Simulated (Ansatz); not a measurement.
# Tc of Na (Im-3m) from its phonons, part 2 of 2

Each step names its level of theory.

So far, coupling constant λ: step 2 (coupling and resistivity: PseudoDojo files) 0.219. Also log mean phonon energy ħω_log (meV): step 2 10.5.

### Step 3. Coupling and resistivity: finite displacements

Finite displacements in a supercell are the other road to force constants and couplings; here with the base functional.

This step: DFT PBE, scalar-relativistic, plane waves, PAW (Ansatz 0.2.0).

input.yaml reads:

```yaml
crystal:
  lattice:
    - [-2.0964609208, 2.0964609208, 2.0964609208]
    - [2.0964609208, -2.0964609208, 2.0964609208]
    - [2.0964609208, 2.0964609208, -2.0964609208]
  atoms:
    - { symbol: Na, position: [0.0, 0.0, 0.0] }
kpoints:
  mp_grid: { grid: [8, 8, 8] }
hamiltonian:
  xc: pbe
scf:
  occupations: { method: methfessel_paxton, width: 0.2 }
output:
  eigenvalues: true
phonons:
  method: fd
  supercell: [2, 2, 2]
  temperatures: { t_max: 1000, t_step: 50 }
  qpath:
    path:
      - [[0.0, 0.0, 0.0], [0.5, -0.5, 0.5], [0.0, 0.0, 0.5], [0.0, 0.0, 0.0], [0.25, 0.25, 0.25], [0.5, -0.5, 0.5]]
      - [[0.25, 0.25, 0.25], [0.0, 0.0, 0.5]]
    npoints: 10
  electrical_resistivity:
    mesh: [12, 12, 12]
    temperatures: [20.0, 50.0, 80.0, 100.0, 150.0, 200.0, 273.0, 300.0, 400.0, 500.0, 600.0, 800.0]
  superconductivity: { mesh: [12, 12, 12], eliashberg_equations: false }
```

On the command line:

```bash
$ ansatz run input.yaml --threads 4 --pin off --max-ram 10240MiB --backend cpu --events-out ev --progress --plain --runs-dir out
```

Numbers of over 12 decimals in the logs are rounded to 6 here.

Output:

```text
[...]
Crystal: 8 atoms, lattice volume = 294.856 Å³
Basis set: ecut = 420 eV, 5775 PW (Γ), exchange–correlation on 100×100×100 points (8 copies of the dense FFT grid, shifted against one another)
Bands: 72, of which v1, the nominal top of the filled ones, is band 36 counted from 1 (35 counted from 0)
Symmetry: 384 space group operations
k-points: 8 of 64
[...]
SCF iter   1: F=—  HF=-11891.249395 eV  |F-HF|=—  |Δ(HF+E_count)|=         —  Δρ=7.94e-8  dr2=7.84e-12  ethr=1.00e-12  ⟨swp⟩=3.0  Hψ=1302  notcnv=0
[...]
SCF iter   2: F=-11891.249395 eV  HF=-11891.249395 eV  |F-HF|=1.82e-12  |Δ(HF+E_count)|=  1.82e-12  S|Δr|=    0.00e0  Δρ=3.47e-8  dr2=2.03e-12  ethr=1.00e-12  ⟨swp⟩=3.0  Hψ=1165  notcnv=0
SCF 1 converged in 2 iterations: F = -11891.249395 eV  dr2 = 2.03e-12
[...]
Symmetry: 8 space group operations
k-points: 13 of 64 (time reversal used)
iter 1 solved again at ethr=6.56e-9 eV; its pass at ethr=3.10e-3 eV (dr2=4.72e-6 eV) is discarded
[...]
SCF iter   5: F=-11891.249393 eV  HF=-11891.249393 eV  |F-HF|=1.82e-12  |Δ(HF+E_count)|=  5.46e-12  S|Δr|=    0.00e0  Δρ=3.39e-8  dr2=2.12e-12  ethr=1.00e-12  ⟨swp⟩=4.9  Hψ=2548  notcnv=0
SCF 2 converged in 5 iterations: F = -11891.249393 eV  dr2 = 2.12e-12
Crystal: 1 atoms, lattice volume = 36.857 Å³
Basis set: ecut = 420 eV, 683 PW (Γ), exchange–correlation on 50×50×50 points (8 copies of the dense FFT grid, shifted against one another)
Bands: 9, of which v1, the nominal top of the filled ones, is band 5 counted from 1 (4 counted from 0)
Symmetry: 48 space group operations
k-points: 29 of 512
[...]
SCF iter   1: F=—  HF=-1486.406263 eV  |F-HF|=—  |Δ(HF+E_count)|=         —  Δρ=4.83e-4  dr2=4.35e-5  ethr=1.77e-3  ⟨swp⟩=4.9  Hψ=1565  notcnv=0
[...]
SCF iter   6: F=-1486.406174 eV  HF=-1486.406174 eV  |F-HF|=1.14e-11  |Δ(HF+E_count)|=   1.97e-9  S|Δr|=    0.00e0  Δρ=2.57e-7  dr2=9.68e-12  ethr=1.00e-12  ⟨swp⟩=1.4  Hψ=758  notcnv=0
SCF 3 converged in 6 iterations: F = -1486.406174 eV  dr2 = 9.68e-12
[...]
NSCF: frozen V_eff on 72 k-points
SCF converged after 2 iterations
[...]
Free energy (F): -11891.249395 eV
[...]
Internal energy: -11891.234191 eV  (E = F + TS)
E sigma→0 (E₀):  -11891.245594 eV
Entropy (-TS):   -0.015205 eV (-1.901 meV/atom)
Fermi energy:    1.837596 eV
[...]
--- Band table (eV; the first three rows and the last of 8) ---
  k-point 0: bands = [... 32 lower, -1.5221, 2.5213, 2.5213, 2.5213, 2.5213, 2.5213, 2.5213, 2.9902, ... 32 higher]
  k-point 1: bands = [... 32 lower, -1.2466, 0.9070, 1.9450, 1.9450, 1.9450, 1.9450, 2.7659, 3.2580, ... 32 higher]
  k-point 2: bands = [... 32 lower, -0.4285, -0.4285, 1.6908, 1.6908, 1.6908, 1.6908, 3.5020, 3.5020, ... 32 higher]
  k-point 7: bands = [... 32 lower, 0.6431, 0.6431, 0.6431, 0.6431, 0.6431, 0.6431, 4.4852, 4.4852, ... 32 higher]
--- Phonons: 1 displaced member + reference (amplitude 0.0025 Å, Σ member SCF iterations 5) ---
  symmetry images taken by strict's conditions (phonons.symmetry_images: auto; settled by the scattering of the electrons by the phonons, which is asked for)
  ASR residual: 5.309e-5 → 0.000e0 eV/Å²; symmetrization residual: 5.551e-16 eV/Å²
  largest component of a force at the reference: 2.8e-29 eV/Å
  ASR residual per site (eV/Å²): 5.31e-5
  Γ frequencies (cm⁻¹): 0.00 0.00 0.00
[...]
--- Electrical resistivity: potentials and phonons of a 2×2×2 supercell ---
[...]
at the Fermi level of each mesh (of a tensor a third of its trace):
[...]
12×12×12                     0.2394              5.9864    0.2136    0.1224          10.579
          6×6×6                     0.2418              5.8720    0.2153    0.1339          11.205
          3×3×3                     0.2329              5.4530    0.2118    0.1743          12.345
  resistivity on the deck's mesh, µΩ·cm:
[...]
20.00     2.1820e-2              no     2.1820e-2     2.1820e-2     2.1820e-2       2.6219e-2         4.8409e-2
     50.00     3.4309e-1              no     3.4309e-1     3.4309e-1     3.4309e-1       3.7163e-1         6.1994e-1
     80.00     8.2328e-1              no     8.2328e-1     8.2328e-1     8.2328e-1       8.4788e-1          1.4627e0
    100.00      1.1402e0              no      1.1402e0      1.1402e0      1.1402e0        1.1601e0          2.0137e0
    150.00      1.8952e0              no      1.8952e0      1.8952e0      1.8952e0        1.9092e0          3.3206e0
    200.00      2.6186e0              no      2.6186e0      2.6186e0      2.6186e0        2.6318e0          4.5730e0
    273.00      3.6499e0              no      3.6499e0      3.6499e0      3.6499e0        3.6653e0          6.3612e0
    300.00      4.0275e0              no      4.0275e0      4.0275e0      4.0275e0        4.0440e0          7.0163e0
    400.00      5.4174e0              no      5.4174e0      5.4174e0      5.4174e0        5.4388e0          9.4282e0
    500.00      6.8013e0              no      6.8013e0      6.8013e0      6.8013e0        6.8281e0          1.1829e1
    600.00      8.1842e0              no      8.1842e0      8.1842e0      8.1842e0        8.2169e0          1.4225e1
    800.00      1.0958e1              no      1.0958e1      1.0958e1      1.0958e1        1.1004e1          1.9019e1
[...]
not converged in the mesh (λ_tr; the resistivity at 20 K by 2.23 %; the resistivity at 50 K by 12.00 %; the resistivity at 80 K by 12.62 %; the resistivity at 100 K by 12.72 %; the resistivity at 150 K by 12.67 %; the resistivity at 200 K by 12.57 %; the resistivity at 273 K by 12.50 %; the resistivity at 300 K by 12.51 %; the resistivity at 400 K by 12.62 %; the resistivity at 500 K by 12.79 %; the resistivity at  [...]
  vibrations of 8 cells: unjudged by the run; compare a larger repeat
[...]
--- Superconductivity: potentials and phonons of a 2×2×2 supercell ---
[...]
mesh         λ    ħω_log (meV)  μ* declared at (meV)
       12×12×12    0.2136          10.579               11.922
          6×6×6    0.2153          11.205               12.184
          3×3×3    0.2118          12.345               13.122
  λ by the species' shares of the modes' patterns: Na 0.2136
[...]
0.08      0.004         0.004             -             -             -             -              -
      0.10      0.000         0.000             -             -             -             -              -
      0.12      0.000         0.000             -             -             -             -              -
      0.13      0.000         0.000             -             -             -             -              -
      0.14      0.000         0.000             -             -             -             -              -
      0.16      0.000         0.000             -             -             -             -              -
      0.20          -             -             -             -             -             -              -
[...]
vibrations of 8 cells: unjudged by the run; compare a larger repeat
[...]
```

It took 8.3 s on 4 threads of Intel Xeon Platinum 8488C (Sapphire Rapids), shared host; peak memory 0.88 GiB.

Numbers from this step:

```
volume per atom                                   : 36.86 Å³
zero point energy                                 : 0.01571 eV/cell
highest frequency, solved or plainly interpolated : 126.6 cm⁻¹
Debye temperature (second moment)                 : 166 K
resistivity at 300 K                              : 4.028 μΩ cm
coupling constant λ                               : 0.2136
density of states at the Fermi level              : 0.2394 states/eV a spin and cell
log mean phonon energy ħω_log                     : 10.58 meV
transport coupling constant λ_tr                  : 0.1224, 0.1224, 0.1224 (xx, yy, zz)
Drude plasma energy                               : 5.986, 5.986, 5.986 eV (xx, yy, zz)
resistivity times mean free path                  : 14.07, 14.07, 14.07 × 10⁻¹⁶ Ω m² (xx, yy, zz)
second-moment phonon energy ħω₂                   : 11.92 meV
coupling λ by branch                              : 0.0419, 0.0236, 0.148 (branches by rank of frequency)
```

An empty cell: under 1 mK by a formula, or no transition down to the floor of the Eliashberg search. Transition temperatures:

| μ* | McMillan Tc (K) | Allen–Dynes Tc (K) |
| --- | --- | --- |
| 0.08 | 0.00359 | 0.00361 |
| 0.1 | - | - |
| 0.12 | - | - |
| 0.13 | - | - |
| 0.14 | - | - |
| 0.16 | - | - |
| 0.2 | - | - |

### Step 4. Coupling and resistivity: r2SCAN at its own relaxed cell

The functional sets the lattice constant, the bands and the force constants.

This step: DFT r2SCAN, scalar-relativistic, plane waves, PAW (Ansatz 0.2.0).

input.yaml: that of step 3 with these lines changed.

```diff
@@ -2,5 +2,5 @@
   lattice:
-    - [-2.0964609208, 2.0964609208, 2.0964609208]
-    - [2.0964609208, -2.0964609208, 2.0964609208]
-    - [2.0964609208, 2.0964609208, -2.0964609208]
+    - [-2.1123137011, 2.1123137011, 2.1123137011]
+    - [2.1123137011, -2.1123137011, 2.1123137011]
+    - [2.1123137011, 2.1123137011, -2.1123137011]
   atoms:
@@ -10,3 +10,3 @@
 hamiltonian:
-  xc: pbe
+  xc: r2scan
 scf:
@@ -16,4 +16,4 @@
 phonons:
-  method: fd
-  supercell: [2, 2, 2]
+  method: dfpt
+  qmesh: [2, 2, 2]
   temperatures: { t_max: 1000, t_step: 50 }
```

Output:

```text
[...]
Crystal: 1 atoms, lattice volume = 37.699 Å³
Basis set: ecut = 500 eV, 959 PW (Γ), exchange–correlation on 135×135×135 points (125 copies of the dense FFT grid, shifted against one another)
Bands: 9, of which v1, the nominal top of the filled ones, is band 5 counted from 1 (4 counted from 0)
Symmetry: 48 space group operations
k-points: 59 of 512 (irreducible under 8 space group operations, time reversal used)
[...]
SCF iter   1: F=—  HF=-1488.608862 eV  |F-HF|=—  |Δ(HF+E_count)|=         —  Δρ=7.20e-3  dr2=8.67e-3  dr2_τ=1.20e-4  ethr=1.77e-3  ⟨swp⟩=4.9  Hψ=3212  notcnv=0
[...]
SCF iter   6: F=-1488.604032 eV  HF=-1488.604032 eV  |F-HF|=6.37e-12  |Δ(HF+E_count)|=   1.28e-9  S|Δr|=    0.00e0  Δρ=1.00e-7  dr2=2.37e-12  dr2_τ=1.03e-13  ethr=1.00e-12  ⟨swp⟩=7.3  Hψ=2714  notcnv=0
SCF 1 converged in 6 iterations: F = -1488.604032 eV  dr2 = 2.37e-12
[...]
DFPT response loops at Γ: preconditioner auto → Kerker (q_TF=auto, 2.149 Å⁻¹) (partly filled bands, converged f_vac=0.000); β = 1.00, the filter's whole step (`scf.mixing.beta` (0.50) is not read by the response loops under this deck's `scf.mixing.preconditioner`; to damp them name `kerker` or `kerker_dos`, under which they read `scf.mixing.beta`, and type it under 1.00, their step now; both keys bind the ground state too); Broyden in place of MSR1
[...]
k-points: 29 of 512
SCF iter   1: F=—  HF=-1488.608859 eV  |F-HF|=—  |Δ(HF+E_count)|=         —  Δρ=7.20e-3  dr2=8.68e-3  dr2_τ=1.20e-4  ethr=1.77e-3  ⟨swp⟩=5.0  Hψ=1586  notcnv=0
[...]
SCF iter   6: F=-1488.604032 eV  HF=-1488.604032 eV  |F-HF|=7.05e-12  |Δ(HF+E_count)|=   1.29e-9  S|Δr|=    0.00e0  Δρ=1.03e-7  dr2=2.53e-12  dr2_τ=1.15e-13  ethr=1.00e-12  ⟨swp⟩=3.0  Hψ=639  notcnv=0
SCF 2 converged in 6 iterations: F = -1488.604032 eV  dr2 = 2.53e-12
[...]
SCF converged after 6 iterations
[...]
Free energy (F): -1488.604032 eV
[...]
Internal energy: -1488.602343 eV  (E = F + TS)
E sigma→0 (E₀):  -1488.603609 eV
Entropy (-TS):   -0.001689 eV (-1.689 meV/atom)
Fermi energy:    1.767073 eV
[...]
--- Band table (eV; the first three rows and the last of 59) ---
[...]
--- Phonons (Γ-DFPT): 1 representative perturbation + reference, on 59 of 512 k-points (Σ response iterations 8) ---
  k mesh reduced under 8 symmetry operations, with k and −k counted as one. Each operation leaves every solved perturbation unchanged. A smaller set is not considered because the functional reads the kinetic-energy density
  ASR residual: 1.231e-4 → 0.000e0 eV/Å²; symmetrization residual: 5.421e-20 eV/Å²
  ASR residual per site (eV/Å²): 1.23e-4
  Γ frequencies (cm⁻¹): 0.00 0.00 0.00
--- Phonons (arbitrary-q DFPT): 3 irreducible q on the 2×2×2 mesh ---
[...]
interpolated dispersion: 62 rows × 3 modes
[...]
--- Electrical resistivity: potentials and phonons of a 2×2×2 supercell ---
[...]
at the Fermi level of each mesh (of a tensor a third of its trace):
[...]
12×12×12                     0.2294              6.0840    0.1897    0.1029          10.690
          6×6×6                     0.2316              5.9853    0.1930    0.1167          11.140
          3×3×3                     0.2244              5.6317    0.1922    0.1696          11.933
  resistivity on the deck's mesh, µΩ·cm:
[...]
20.00     2.0873e-2              no     2.0873e-2     2.0873e-2     2.0873e-2       2.7647e-2         4.2609e-2
     50.00     2.7811e-1              no     2.7811e-1     2.7811e-1     2.7811e-1       3.0309e-1         5.2301e-1
     80.00     6.6395e-1              no     6.6395e-1     6.6395e-1     6.6395e-1       6.8704e-1          1.2461e0
    100.00     9.2081e-1              no     9.2081e-1     9.2081e-1     9.2081e-1       9.4069e-1          1.7231e0
    150.00      1.5350e0              no      1.5350e0      1.5350e0      1.5350e0        1.5511e0          2.8559e0
    200.00      2.1245e0              no      2.1245e0      2.1245e0      2.1245e0        2.1411e0          3.9408e0
    273.00      2.9661e0              no      2.9661e0      2.9661e0      2.9661e0        2.9864e0          5.4894e0
    300.00      3.2746e0              no      3.2746e0      3.2746e0      3.2746e0        3.2968e0          6.0569e0
    400.00      4.4122e0              no      4.4122e0      4.4122e0      4.4122e0        4.4430e0          8.1471e0
    500.00      5.5484e0              no      5.5484e0      5.5484e0      5.5484e0        5.5900e0          1.0230e1
    600.00      6.6877e0              no      6.6877e0      6.6877e0      6.6877e0        6.7426e0          1.2311e1
    800.00      8.9852e0              no      8.9852e0      8.9852e0      8.9852e0        9.0751e0          1.6485e1
[...]
vibrations of 8 cells: unjudged by the run; compare a larger repeat
[...]
--- Superconductivity: potentials and phonons of a 2×2×2 supercell ---
[...]
mesh         λ    ħω_log (meV)  μ* declared at (meV)
       12×12×12    0.1897          10.690               12.246
          6×6×6    0.1930          11.140               12.453
          3×3×3    0.1922          11.933               13.294
  λ by the species' shares of the modes' patterns: Na 0.1897
[...]
0.08      0.000         0.000             -             -             -             -              -
      0.10      0.000         0.000             -             -             -             -              -
      0.12      0.000         0.000             -             -             -             -              -
      0.13      0.000         0.000             -             -             -             -              -
      0.14      0.000         0.000             -             -             -             -              -
      0.16      0.000         0.000             -             -             -             -              -
      0.20          -             -             -             -             -             -              -
[...]
vibrations of 8 cells: unjudged by the run; compare a larger repeat
[...]
```

Wall time 23 s (4 threads); peak memory 1.1 GiB.

Numbers from this step:

| Quantity | Value |
| --- | --- |
| volume per atom | 37.70 Å³ |
| zero point energy | 0.01634 eV/cell |
| highest frequency, solved or plainly interpolated | 132.2 cm⁻¹ |
| Debye temperature (second moment) | 173 K |
| resistivity at 300 K | 3.275 μΩ cm |
| coupling constant λ | 0.1897 |
| density of states at the Fermi level | 0.2294 states/eV a spin and cell |
| log mean phonon energy ħω_log | 10.69 meV |
| transport coupling constant λ_tr | 0.1029, 0.1029, 0.1029 (xx, yy, zz) |
| Drude plasma energy | 6.084, 6.084, 6.084 eV (xx, yy, zz) |
| resistivity times mean free path | 14.31, 14.31, 14.31 × 10⁻¹⁶ Ω m² (xx, yy, zz) |
| second-moment phonon energy ħω₂ | 12.25 meV |
| coupling λ by branch | 0.0363, 0.0163, 0.137 (branches by rank of frequency) |

An empty cell: under 1 mK by a formula, or no transition down to the floor of the Eliashberg search. Transition temperatures:

| μ* | McMillan Tc (K) | Allen–Dynes Tc (K) |
| --- | --- | --- |
| 0.08 | - | - |
| 0.1 | - | - |
| 0.12 | - | - |
| 0.13 | - | - |
| 0.14 | - | - |
| 0.16 | - | - |
| 0.2 | - | - |

Table of Eliashberg function α²F by phonon energy; read off at these points:

| phonon energy (meV) | α²F | α²F tr |
| --- | --- | --- |
| 1.0 | 1.0e-4 | 0 |
| 2.0 | 8.2e-4 | 3.1e-4 |
| 3.0 | 0.00435 | 0.00217 |
| 4.0 | 0.0126 | 0.00817 |
| 5.0 | 0.0204 | 0.00975 |
| 6.0 | 0.0257 | 0.0117 |
| 7.0 | 0.0309 | 0.0151 |
| 8.0 | 0.0344 | 0.0150 |
| 9.0 | 0.0404 | 0.0164 |
| 10.0 | 0.0455 | 0.0190 |
| 11.0 | 0.0680 | 0.0354 |
| 12.0 | 0.0822 | 0.0408 |
| 13.0 | 0.0955 | 0.0445 |
| 14.0 | 0.142 | 0.0761 |
| 15.0 | 0.281 | 0.170 |
| 15.3 | 0.310 | 0.201 |
| 16.0 | 0.276 | 0.203 |

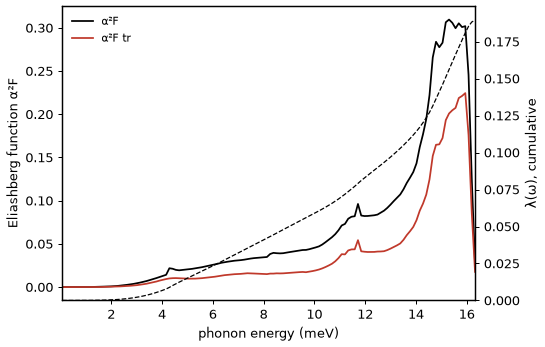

Eliashberg function α²F against phonon energy. The dashed line is the running λ.

### Step 5. What came out

```json
{
 "meshes": "q 2×2×2, k 8×8×8, scattering 12×12×12",
 "coupling constant λ": "0.190",
 "log mean phonon energy ħω_log": "10.7 meV"
}
```

**Reading.** In the last run (r2SCAN, q 2×2×2, k 8×8×8, scattering 12×12×12), with λ = 0.19 and ħω_log = 10.7 meV, Tc at μ* = 0.13 is under 1 mK by the formulas. Wikipedia's list of superconducting elements holds no transition of Na at normal pressure, in line with the calculation. In that run Allen and Dynes's formula gives no transition above 0.05 K at μ* = 0.10 or more. By the run's own test λ is not converged in the fine mesh: it moves by 2 % between the two finest. The run's transport test calls it not converged in the mesh; ρ(300 K) moves by 16 % in the component that moves most. These meshes are coarse. Over the runs, λ takes the values 0.219, 0.214 and 0.190, in the order shown. μ* is a typed number, phonons are harmonic, and spin fluctuations are left out; with λ this near or under μ*(1 + 0.62 λ), the formulas give Tc only to its order of magnitude, or none.

[Logs are printed without paths, hosts, clocks, repeated set-up lines and the standing remarks that a program may print on its own settings, such as how far it seeks lower states.]

[Hosts, paths, dates, database ids (printed as entryN), source tags and the programs' standing remarks are cut or masked in the printed files.]
